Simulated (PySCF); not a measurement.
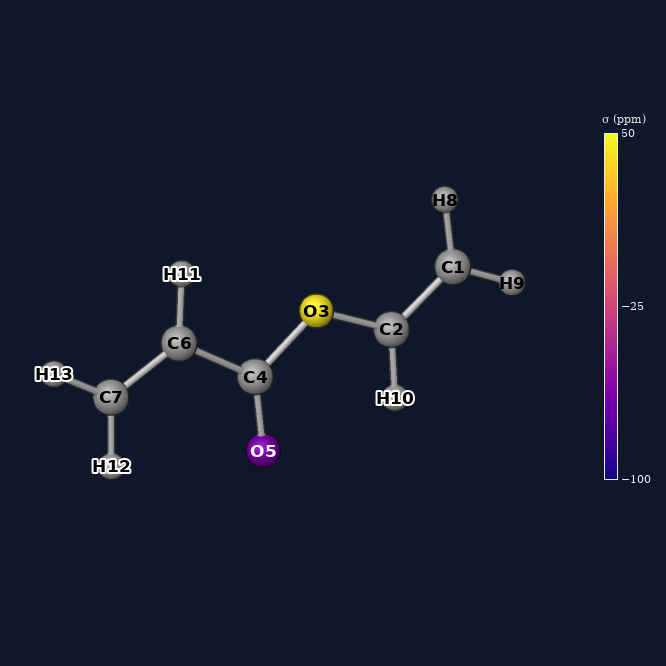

Atoms are coloured by their isotropic NMR shieldings (O only, the others grey). The geometry was computed by an optimisation with PBE0-D3(BJ)/def2-SVP. No frequency run is at hand to confirm it as a minimum. Level of theory: GIAO LDA/pcSseg-1 NMR shielding, non-relativistic, gas phase (PySCF 2.14.0).

Give the isotropic NMR shieldings of the O atoms atom by atom.

```
atom  σ (ppm)
  O3     42.2
  O5    −63.9
```
